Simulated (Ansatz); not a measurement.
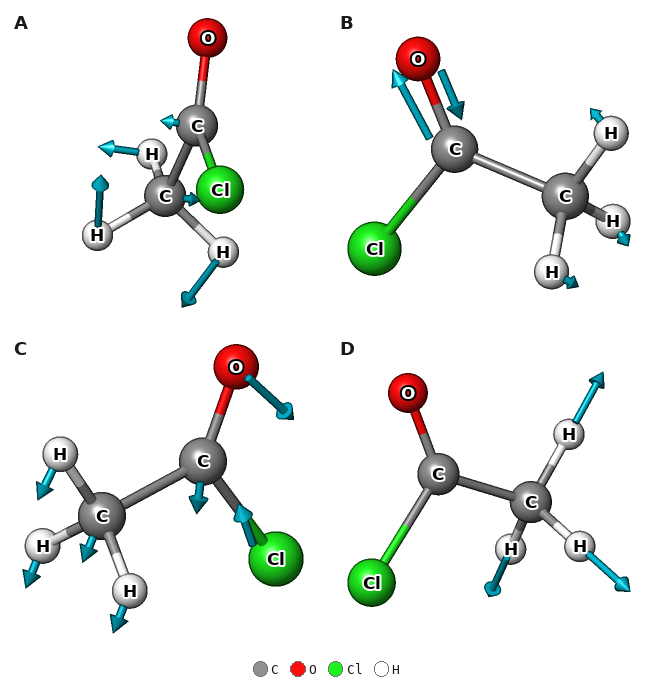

4 normal modes of one molecule or complex, as arrows. Harmonic vibrations computed with RKS PBE0-D4/def2-TZVP (Ansatz 0.2.0) at a stationary point of the same level.

> Match the panels to the wavenumbers 451 cm⁻¹, 1041 cm⁻¹, 1909 cm⁻¹, 3072 cm⁻¹.

A: 1041 cm⁻¹, C–C–H bending
B: 1909 cm⁻¹, C–O stretching
C: 451 cm⁻¹
D: 3072 cm⁻¹, in-phase stretching of 3 C–H bonds
